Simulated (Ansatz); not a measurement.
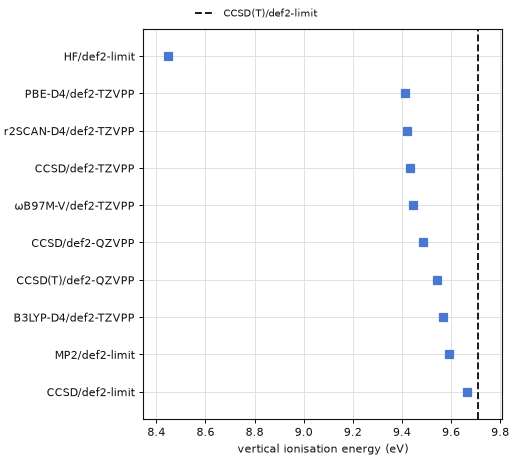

Vertical ionisation energy of GeH₂, SMILES [GeH2], singlet, taken as the energy of the cation less that of the neutral at fixed geometry (unrestricted doublet cation, cores frozen in correlated methods, no spin-orbit coupling), the Ansatz code 0.2.0, at a PBE0-D4/def2-TZVP geometry (a minimum by its frequencies). Limit means an estimate of the basis limit from triple and quadruple zeta; for coupled cluster it is either extrapolated directly or built as the MP2 limit plus the step from MP2 in triple zeta. The distance of CCSD/def2-TZVPP, CCSD/def2-QZVPP and CCSD(T)/def2-QZVPP to the limit includes basis error.

What range do the values span, the line included?

From 8.45 eV (HF/def2-limit) to 9.71 eV (CCSD(T)/def2-limit).

Give the values.

```tsv
level	eV	less CCSD(T)/def2-limit
HF/def2-limit	8.45	−1.26
PBE-D4/def2-TZVPP	9.41	−0.29
r2SCAN-D4/def2-TZVPP	9.42	−0.29
CCSD/def2-TZVPP	9.43	−0.27
ωB97M-V/def2-TZVPP	9.45	−0.26
CCSD/def2-QZVPP	9.49	−0.22
CCSD(T)/def2-QZVPP	9.54	−0.17
B3LYP-D4/def2-TZVPP	9.57	−0.14
MP2/def2-limit	9.59	−0.11
CCSD/def2-limit	9.67	−0.04
CCSD(T)/def2-limit	9.71	0.00
```

Limits of at least one run: no scalar relativity up to krypton; outer-core shells are correlated without core-valence functions, which makes the correlated values less sure.
